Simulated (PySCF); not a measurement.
**NMR shielding calculation, with input and output: C₂H₁₀OSi₂**

The run: NMR shielding calculation of C₂H₁₀OSi₂, SMILES C[SiH](C)[SiH2]O. Method and program: GIAO BLYP/pcSseg-1 NMR shielding, non-relativistic, gas phase (PySCF 2.14.0).

The geometry comes from this level: PBE0-D3(BJ)/def2-SVP. Figures and captions count atoms from 1; the log counts them from 0 in places.

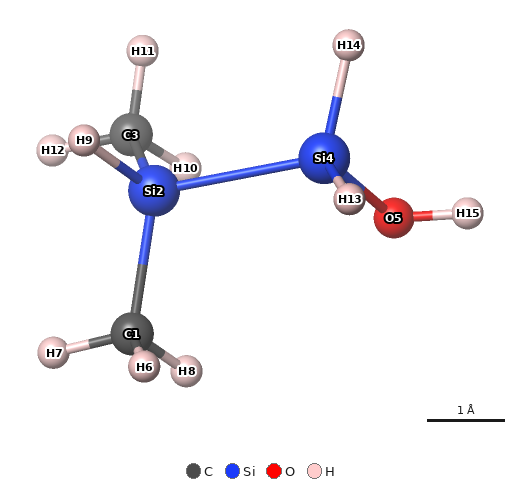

*The input geometry (ball-and-stick view, seen at a tilt; atoms are numbered from 1 in the order of the input).*

Bond lengths as drawn: C–H 1.10 Å, C–Si 1.88 Å, H–O 0.96 Å, H–Si 1.50 Å, O–Si 1.68 Å and Si–Si 2.34 Å.

## Input
```
{"job": {"kind": "nmr", "xc": "BLYP", "basis": "pcSseg-1", "pop": false}, "charge": 0, "multiplicity": 1}
C      1.552120    -1.038501    -0.984339
Si     0.387948     0.414163    -0.689314
C      1.091714     1.594465     0.600639
Si    -1.662004    -0.406897     0.083065
O     -1.268054    -1.201111     1.510752
H      1.150870    -1.719146    -1.750751
H      2.543276    -0.692803    -1.317526
H      1.678899    -1.611120    -0.052419
H      0.156820     1.149912    -1.977326
H      1.209586     1.070509     1.561908
H      0.421388     2.452848     0.760358
H      2.076016     1.980393     0.292240
H     -2.310712    -1.348783    -0.892381
H     -2.661647     0.686777     0.336233
H     -1.994052    -1.613921     1.987465
```

The first line tells a small driver script what to run in PySCF; the rest is the geometry in Å.

Run on 1 CPU thread, shared host.

## What the program printed
```
coarse grid: 12712 points
cycle   1  E = -736.0983430785  dE =  1.335e-01  |g| = 1.065e+00  |ddm| = 3.355e+00
cycle   2  E = -735.1414369167  dE =  9.569e-01  |g| = 2.314e+00  |ddm| = 4.067e+00
cycle   3  E = -736.3024921750  dE = -1.161e+00  |g| = 3.181e-01  |ddm| = 3.682e+00
cycle   4  E = -736.3229103355  dE = -2.042e-02  |g| = 1.419e-01  |ddm| = 4.279e-01
cycle   5  E = -736.3272952285  dE = -4.385e-03  |g| = 3.096e-02  |ddm| = 1.488e-01
cycle   6  E = -736.3276610707  dE = -3.658e-04  |g| = 6.666e-03  |ddm| = 6.090e-02
cycle   7  E = -736.3276724497  dE = -1.138e-05  |g| = 1.478e-03  |ddm| = 9.763e-03
cycle   8  E = -736.3276728831  dE = -4.335e-07  |g| = 3.770e-04  |ddm| = 1.938e-03
final grid: 111200 points
cycle   9  E = -736.3789876314  dE = -2.005e-05  |g| = 7.886e-03  |ddm| = 1.959e-02
cycle  10  E = -736.3789610287  dE =  2.660e-05  |g| = 1.278e-02  |ddm| = 1.848e-02
cycle  11  E = -736.3790029622  dE = -4.193e-05  |g| = 1.025e-03  |ddm| = 1.224e-02
cycle  12  E = -736.3790031633  dE = -2.011e-07  |g| = 3.543e-04  |ddm| = 1.289e-03
cycle  13  E = -736.3790031856  dE = -2.226e-08  |g| = 1.247e-04  |ddm| = 4.615e-04
cycle  14  E = -736.3790031889  dE = -3.383e-09  |g| = 1.562e-05  |ddm| = 1.352e-04
cycle  15  E = -736.3790031890  dE = -8.095e-11  |g| = 4.607e-06  |ddm| = 3.103e-05
```

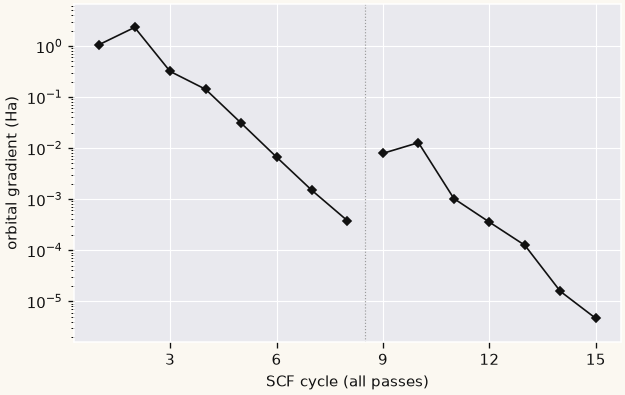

*Convergence of the self-consistent field: orbital gradient against the SCF cycle. The dotted line marks the change from a coarse to the final integration grid.*

The first 8 cycles use a coarse grid, the final grid takes over at cycle 9, and the field converges after 15 cycles in all.

```
converged SCF energy = -736.3790031890

GIAO shielding tensors (ppm)
atom      isotropic    diamagn.    paramagn.     s11        s22        s33       span
  0 C      181.112     251.338     -70.226    174.668    179.701    188.968     14.300
  1 Si     364.853     882.153    -517.301    332.180    362.818    399.560     67.380
  2 C      181.081     251.452     -70.371    174.612    179.677    188.954     14.343
  3 Si     342.755     879.882    -537.127    269.081    323.653    435.530    166.449
  4 O      331.975     387.354     -55.378    279.323    346.580    370.022     90.699
  5 H       31.082      30.246       0.836     26.785     28.385     38.076     11.291
  6 H       30.982      29.425       1.557     26.621     28.674     37.651     11.029
  7 H       30.847      31.490      -0.644     26.874     29.393     36.274      9.401
  8 H       27.432      30.097      -2.665     24.473     25.761     32.063      7.590
  9 H       30.847      31.598      -0.751     26.877     29.393     36.271      9.395
 10 H       31.083      30.459       0.624     26.788     28.388     38.074     11.287
 11 H       30.982      29.514       1.467     26.622     28.674     37.649     11.027
 12 H       25.952      29.219      -3.267     22.858     24.603     30.396      7.538
 13 H       25.953      29.295      -3.342     22.862     24.604     30.393      7.531
 14 H       31.388      29.962       1.426     22.748     26.363     45.053     22.304
```

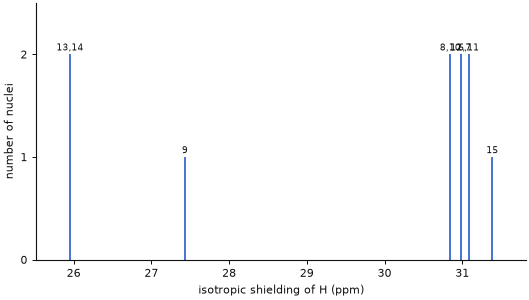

*Isotropic shieldings of the hydrogen nuclei in this fixed geometry, labelled by atom number; shielding grows to the right, so chemical shift grows to the left.*

The least shielded is H13 (26.0 ppm), the most shielded H15 (31.4 ppm).

## Results in brief

| quantity | value |
| --- | --- |
| outcome | converged |
| total energy | −736.379003 hartree |
| HOMO | −6.35 eV |
| LUMO | −0.71 eV |
| dipole moment | 0.64 D |
| isotropic shielding, C | 181.1 ppm |
| isotropic shielding, Si | 342.8 to 364.9 ppm |
| isotropic shielding, O | 332.0 ppm |
| isotropic shielding, H | 26.0 to 31.4 ppm |
| wall time | 31 s |
| peak memory | 0.73 GiB |
